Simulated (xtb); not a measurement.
CH5GaO: polarizability calculation

- system: CH5GaO
- method: PTB (xtb 6.7.1 later snapshot)

The geometry comes from this level: PBE0-D4/def2-TZVP.

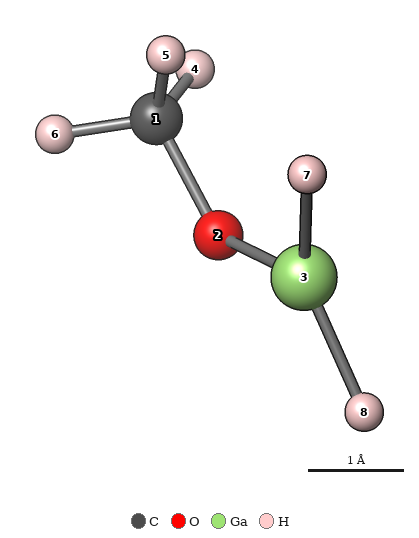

**Figure 1.** The structure (ball-and-stick view, seen at a tilt; atoms are numbered from 1 in the order of the input). Sticks mark near contacts. Bond lengths as drawn: C–H 1.10 Å, C–O 1.40 Å, Ga–H 1.55 to 1.56 Å and Ga–O 1.78 Å.

### The input (struc.xyz)
```
8

C     -0.616800     0.972600    -0.422900
O     -0.705300    -0.273500     0.213500
Ga     0.703200    -1.302000     0.579300
H     -1.200200     0.962000    -1.350600
H      0.414200     1.256200    -0.676600
H     -1.030600     1.754200     0.224300
H      2.093900    -0.732800     0.142900
H      0.341700    -2.636700     1.290100
```

### File .CHRG
```
0
```

### File .UHF
```
0
```

Run as:
```bash
xtb --ptb --alpha -- struc.xyz > struc.out
```

### Log
```
* xtb version 6.7.1
   ID    Z sym.   atoms
    1    6 C      1
    2    8 O      2
    3   31 Ga     3
    4    1 H      4-8

           -------------------------------------------------
          |                Calculation Setup                |
           -------------------------------------------------

          program call               : xtb --ptb --alpha -- struc.xyz
          coordinate file            : struc.xyz
          omp threads                :                     1

           -------------------------------------------------
          |                      P T B                      |
           -------------------------------------------------

                              @@@ @

          ...................................................
          :                      SETUP                      :
          :.................................................:
          :  # atomic orbitals                  64          :
          :  # shells                           30          :
          :  # electrons                        18          :
          :  # open shells                       0          :
          :  max. iterations                     2          :
          :  Hamiltonian                       PTB          :
          :  PC potential                    false          :
          :  electronic temp.          300.0000000     K    :
          :  -> integral cutoff          0.2500000E+02      :
          :  verbosity level                     2          :
          ...................................................

          --- Calculation progress: ---
              1st iteration...
              2nd iteration...
          --- Two-step SCF done. ---

           -------------------------------------------------
          |                Property Printout                |
           -------------------------------------------------

    * Orbital Energies and Occupations

         #    Occupation            Energy/Eh            Energy/eV
      -------------------------------------------------------------
         1        2.0000           -1.1108844             -30.2287
         2        2.0000           -0.7778045             -21.1651
         3        2.0000           -0.6523837             -17.7523
         4        2.0000           -0.5262222             -14.3192
         5        2.0000           -0.5229942             -14.2314
         6        2.0000           -0.4979151             -13.5490
         7        2.0000           -0.4018073             -10.9337
         8        2.0000           -0.3781163             -10.2891
         9        2.0000           -0.3754479             -10.2165 (HOMO)
        10                          0.0457135               1.2439 (LUMO)
        11                          0.1442391               3.9249
        12                          0.2147869               5.8446
        13                          0.2659226               7.2361
        14                          0.3036968               8.2640
        15                          0.3224575               8.7745
        16                          0.3564205               9.6987
        17                          0.4224921              11.4966
        18                          0.4645560              12.6412
        19                          0.4840881              13.1727
        20                          0.5395599              14.6822
       ...                                ...                  ...
        64                        117.3845891            3194.1973
      -------------------------------------------------------------
                  HL-Gap            0.4211614 Eh           11.4604 eV
             Fermi-level            0.0000000 Eh            0.0000 eV

    * Atomic partial charges (q)     Shell populations (p)
    ------------------------------------------------------------------------------------
      #  sym   q                     1          2          3          4          5
    ------------------------------------------------------------------------------------
      1  C    -0.13282               0.53800    0.26610    2.15058    0.80633    0.37181
      2  O    -0.24484               1.08431    0.38302    3.41526    1.30160    0.06066
      3  Ga    0.36204               0.63973    0.27673    1.09426    0.30913    0.31812
      4  H     0.04671               0.68444    0.13589    0.13296
      5  H     0.02800               0.68735    0.14873    0.13592
      6  H     0.04650               0.68458    0.13595    0.13296
      7  H    -0.05578               0.71499    0.29095    0.04984
      8  H    -0.04981               0.71340    0.28648    0.04993
    ------------------------------------------------------------------------------------
      total:   0.00000

Wiberg/Mayer (AO) data.
largest (>0.10) Wiberg bond orders for each atom

 ---------------------------------------------------------------------------
     #   Z sym  total        # sym  WBO       # sym  WBO       # sym  WBO
 ---------------------------------------------------------------------------
     1   6      4.021 --     2      1.009     5      0.992     4      0.986
                             6      0.986
     2   8      2.112 --     1      1.009     3      1.009
     3  31      2.950 --     2      1.009     8      0.949     7      0.934
     4   1      1.000 --     1      0.986
     5   1      1.017 --     1      0.992
     6   1      1.000 --     1      0.986
     7   1      1.035 --     3      0.934
     8   1      1.032 --     3      0.949
 ---------------------------------------------------------------------------

Topologies differ in total number of bonds
Writing topology from bond orders to xtbtopo.mol

 --------------------------------------
    Molecular dipole moment (a.u.)
    X        Y        Z
 --------------------------------------
    0.5634   0.0102  -0.0696
 --------------------------------------
    Total dipole moment (a.u. / Debye):
    0.5678   1.4431

 --------------------------------------
    Molecular quadrupole tensor: (a.u.)
         X         Y         Z
    X   -3.1391
    Y   -2.7777    0.5495
    Z    2.0612    1.1738    2.5896

 --------------------------------------
    Numerical polarizability tensor: (a.u.)
         X         Y         Z
    X   40.8016   -2.3413    0.2516
    Y   -2.3413   42.6072   -5.7217
    Z    0.2516   -5.7217   32.8845
 --------------------------------------
    Total isotropic dipole polarizability (a.u. / Å³):
   38.7644   5.7443

------------------------------------------------------------------------
------------------------------------------------------------------------
 total:
 *  cpu-time:     0 d,  0 h,  0 min,  0.016 sec
 * ratio c/w:     1.000 speedup
 SCF:
 *  cpu-time:     0 d,  0 h,  0 min,  0.015 sec
 * ratio c/w:     1.000 speedup
```

### Key numbers

- outcome: converged
- electrons treated: 18
- HOMO: −10.22 eV
- LUMO: 1.24 eV
- dipole moment: 1.44 D
- hardware: 1 thread of Arm Neoverse V2, 24 GiB of memory available, shared host
- peak memory: 0.073 GiB
